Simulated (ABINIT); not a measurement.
Band structure of YB2 (P6/mmm, 3 atoms in the cell).

```yaml
crystal:
  lattice:
    - [3.30084, 0.00000, 0.00000]
    - [-1.65042, 2.85861, 0.00000]
    - [0.00000, 0.00000, 3.86250]
  atoms:
    - { symbol: Y, position: [0.00000, 0.00000, 0.00000] }
    - { symbol: B, position: [0.33333, 0.66667, 0.50000] }
    - { symbol: B, position: [0.66667, 0.33333, 0.50000] }
```

Level of theory: PBEsol, PAW (JTH v2.0 PBE PAW, files made for PBE) (plane waves; ABINIT).

Settings: pseudos = [Y.GGA_PBE-JTH.xml, B.GGA_PBE-JTH.xml]; ecut = 20 Ha; pawecutdg = 40 Ha; pawxcdev = 0; ixc = -116133; occopt = 3; tsmear = 0.00367493 Ha; ngkpt = 8 8 6; nshiftk = 1; shiftk = 0 0 0; potentials = JTH v2.0 PBE PAW; kptopt = 1; nstep = 100.

The starting cell comes from a database of computed structures (which also holds hypothetical and non-ambient phases and stackings), without a prior relaxation at this level. The potentials were made for another functional than the one used.

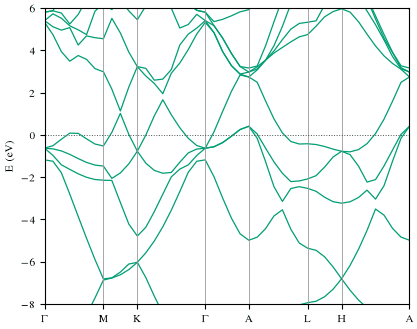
Bands along the path, energies from the Fermi level.

Levels in eV from the Fermi level, bands 5 to 12:
```csv
point,5,6,7,8,9,10,11,12
Γ,-10.60,-1.18,-0.63,-0.63,-0.63,5.33,5.41,5.41
M,-6.87,-6.81,-2.14,-1.47,-0.52,2.99,4.55,6.23
K,-6.03,-6.03,-4.78,-0.77,-0.77,3.23,3.23,5.45
A,-8.91,-4.98,0.41,0.41,2.74,2.74,2.98,2.98
L,-7.94,-5.36,-2.53,-2.08,-0.42,4.75,5.33,7.24
H,-6.81,-6.81,-3.23,-0.77,-0.77,5.97,7.40,7.40
```

Bands cross the Fermi level along this path, so the cell is metallic at this level.
